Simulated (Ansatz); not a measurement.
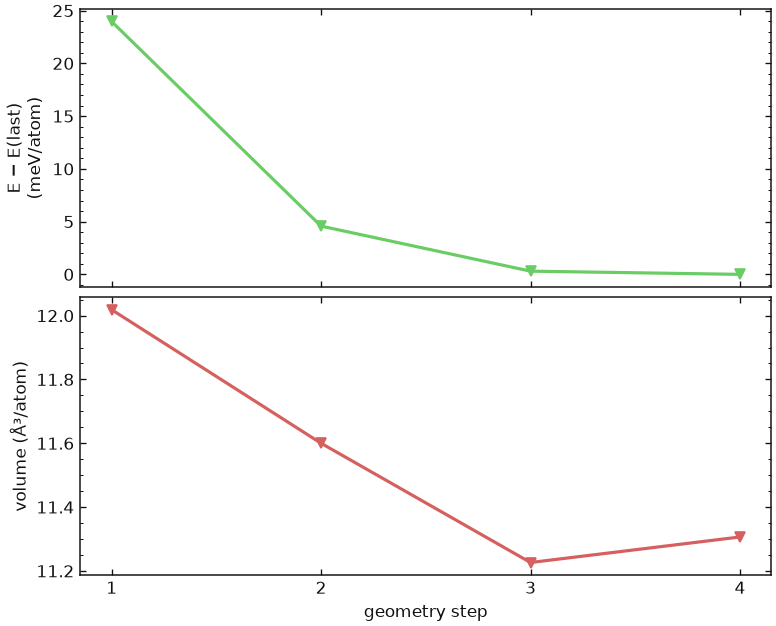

History of a geometry optimisation. Atoms and cell relax. A closing SCF on a freshly chosen basis isn't drawn.

```
crystal:
  lattice:
    - [-1.443, 1.443, 1.443]
    - [1.443, -1.443, 1.443]
    - [1.443, 1.443, -1.443]
  atoms:
    - { symbol: Fe, position: [0.0, 0.0, 0.0], spin: 3.0 }
magnetization:
  spin_polarized: true
kpoints:
  mp_grid: { grid: [13, 13, 13] }
scf:
  occupations: { method: fermi_dirac, width: 0.05 }
  convergence: { dr2_threshold: 0.0001 }
hamiltonian:
  xc: pbe
  pseudopotentials: { kind: paw }
output:
  forces: true
  stress: true
  efg: { contact_densities: true }
relax:
  f_tol: 0.005
  max_steps: 80
  cell: {}
basis:
  ecutrho_ratio: 6
```

Command:
```bash
ansatz run input.yaml --threads 1 --pin off --max-ram 3072MiB --backend cpu --events-out ev --progress --plain --runs-dir out
```

> How did the optimisation end?

The optimisation met its thresholds at geometry 4, counting the start as the first. The energy fell by about 24 meV/atom from the first step to the last. All forces vanish by symmetry, so only the cell moves.

> Was the starting cell too large or too small?

The volume shrinks from 12.02 to 11.31 Å³ per atom (−5.9 %), overshooting to 11.23 at step 3. The start was expanded.

> Is anything amiss with this input?

Its settings were drawn outside the usual range, so the numbers aren't converged properties of the system.
